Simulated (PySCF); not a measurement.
**C3H5BF, doublet, SMILES `[BH]/C(C)=C\F`: what the electrons do**

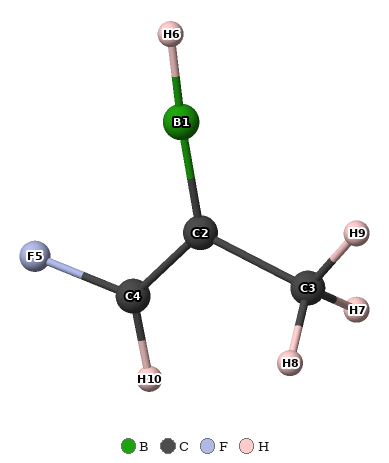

The molecule, with its atoms numbered as below. No frequency check shows the geometry to be a minimum.

Coordinates in Å:

```
B1       0.5258    1.6007    0.0001
C2       0.4306    0.1644    0.0000
C3       1.7371   -0.6187   -0.0002
C4      -0.7107   -0.6052    0.0000
F5      -1.9396   -0.0280   -0.0000
H6       0.6662    2.7364   -0.0000
H7       1.7929   -1.2493   -0.8843
H8       1.7910   -1.2530    0.8830
H9       2.5922    0.0517    0.0021
H10     -0.7568   -1.6799    0.0000
```

Part 1: Bonding charge

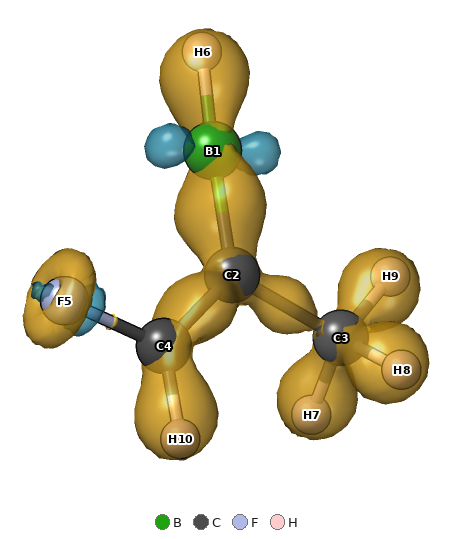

Deformation density (molecule less spherical, spin-averaged free atoms at the same positions), surfaces at ±0.2 e/Å³; yellow: gain, teal: loss.

PySCF calculation, ωB97X/def2-SVPD, gas phase; geometry: GFN2-xTB. The stability of the open-shell solution wasn't checked. GFN2-xTB doesn't know the spin state, so this open-shell geometry is rough.

How much density has each bond gained at its critical point, relative to the free atoms?

Answer. C4–H10: +0.80 e/Å³ at the bond critical point (bond length 1.08 Å). C3–H7 and C3–H8: +0.70 e/Å³ at the bond critical point (bond length 1.09 Å). C3–H9: +0.69 e/Å³ at the bond critical point (bond length 1.09 Å). C2–C4: +0.63 e/Å³ at the bond critical point (bond length 1.38 Å). B1–C2: +0.60 e/Å³ at the bond critical point (bond length 1.44 Å). B1–H6: +0.55 e/Å³ at the bond critical point (bond length 1.14 Å). C2–C3: +0.40 e/Å³ at the bond critical point (bond length 1.52 Å). C4–F5: −0.05 e/Å³ at the bond critical point (bond length 1.36 Å); up to 0.6 Å beside the axis the gain reaches +0.23 e/Å³. In all, 2.4 electrons gather in the regions of gain relative to the promolecule. A small or negative value marks a very polar bond, one between electron-rich atoms, whose free-atom densities already overlap strongly, a long bond to a heavier atom, or a closed-shell contact such as a hydrogen bond.

Where do the Hirshfeld charges lie?

Answer. The highest Hirshfeld charge is on B1 (+0.17 e), the lowest on C2 (−0.13 e).

Part 2: Bond critical points

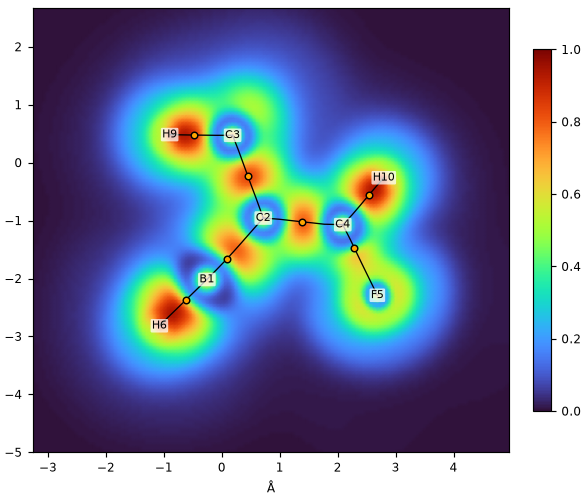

Localised orbital locator (LOL) in a plane through 8 of the atoms, with bond paths and bond critical points (dots).

What values does LOL take at the bond critical points in this plane?

Answer. C4–H10: about 0.91; C3–H9: about 0.88; C2–C3: about 0.82; C2–C4: about 0.79; B1–H6: about 0.55; B1–C2: about 0.50; C4–F5: about 0.41. Values above 0.5 mark slow, localised electrons, as in shared pairs; low values at a critical point mark a polar or closed-shell contact whose critical point lies between the shells.

Where along C4–F5 does the critical point lie?

Answer. 0.45 Å from C4 and 0.91 Å from F5.

Part 3: Local ionisation energy

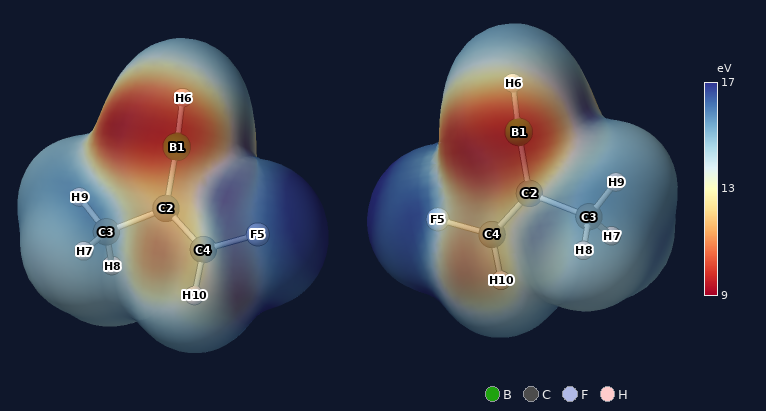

Average local ionisation energy on the surface of electron density 0.001 a.u. (back view left, front view right).

Where are the most loosely bound electrons on this surface?

Answer. The lowest value is 9.4 eV, 2.2 Å from B1, and at like points elsewhere. Further minima include 11.2 eV, over C4, off the plane of its three bonds (2.0 Å); 11.2 eV, over C4, off the plane of its three bonds (2.1 Å); 14.4 eV, 1.3 Å from H8, and at like points elsewhere. For comparison, the highest occupied orbital lies at −7.0 eV.

What volume does the surface enclose, and what is the dipole moment?

Answer. About 106 Å³; the dipole moment is 2.0 D.

Part 4: Spin density

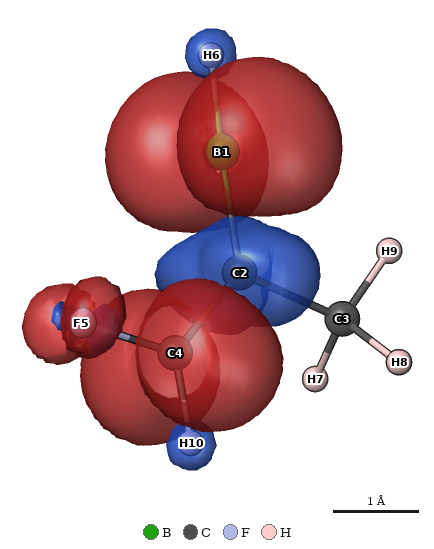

Spin density ρα − ρβ at ±0.02 e/Å³ (red: excess α, blue: excess β).

Where is the unpaired spin?

Answer. Hirshfeld spin populations: B1 +0.47, C4 +0.43, F5 +0.07 and H6 +0.04. Spin polarisation leaves negative spin on C2 (−0.04). ⟨S²⟩ = 0.80, against 0.75 for a pure state. The picture also shows regions of β spin from spin polarisation; the Hirshfeld sums, whose atoms overlap, net them against the α spin of neighbours.

Part 5: In an electric field

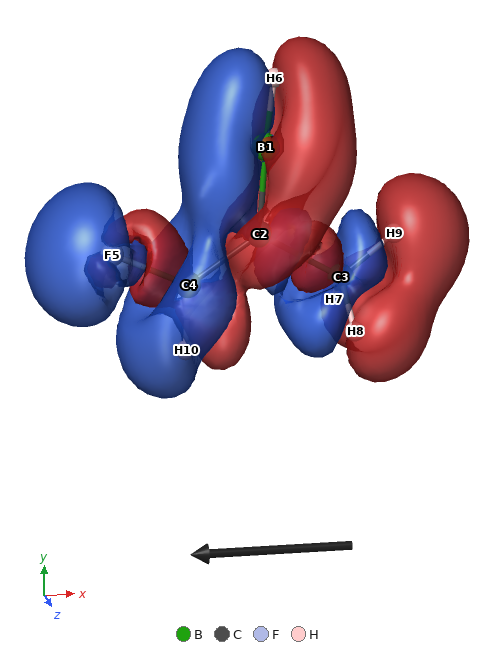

Change of the electron density in a uniform field of 0.51 V/Å along −x (arrow), surfaces at ±0.002 e/Å³ (red: gain, blue: loss).

Computed with PySCF, PBE0/def2-SVPD, geometry: GFN2-xTB. The stability of the open-shell solution wasn't checked. GFN2-xTB doesn't know the spin state, so this open-shell geometry is rough.

How large is the response?

Answer. The induced dipole is 1.48 D (along the field); α along this axis, from the fields in both directions, is 57 bohr³ (8.5 Å³).

Which atoms gain and lose the most charge?

Answer. Electrons gather most on H9 (Hirshfeld charge changes by −0.019 e) and leave F5 most (+0.031 e); 0.133 electrons are displaced in all.

The PySCF runs shown took 36 s and 120 s on 1 thread of Arm Neoverse V1, with other jobs on the host.
